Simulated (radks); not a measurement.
Method: scalar-relativistic Kohn-Sham, r2SCAN, spin-unpolarised, spherical densities, finite nucleus; computed with the in-house radial solver radks. The occupation of the 3d shell is varied from Br⁺ ([Ar] 3d9 4s2 4p5) to Br ([Ar] 3d10 4s2 4p5), with spherical fractional occupations. Wanted, and plotted below: the total energy less the straight line between the end points, and the eigenvalue of 3d (the dashed line is minus the energy to take the whole electron out).

The curve is convex (below the straight line), with the largest deviation among the points computed, −3.02 eV, at 0.5. The end points differ by 79.8 eV, the energy to take the electron out. The eigenvalue, which is the slope of the energy (Janak's theorem), moves from −92.1 eV at 0 to −68.0 eV at 1; for a straight line it would stay constant, and a parabola would sag by an eighth of this change, scaled to a whole electron, 3.02 eV. Convexity is the mark of the delocalisation error, which puts fractional charges too low; for p, d and f shells the spherical spreading of the fraction adds to it. The shell lies under occupied ones, so the straight line is a guide here rather than an exact condition.

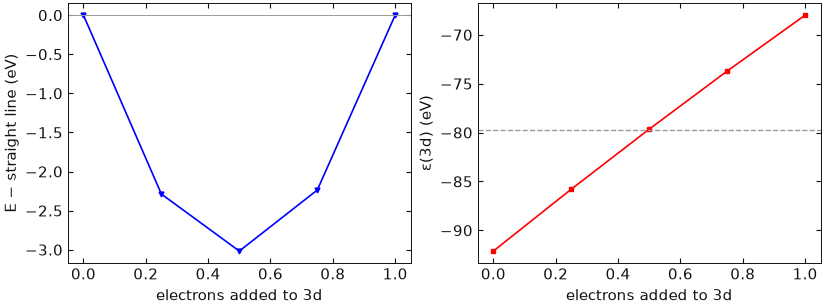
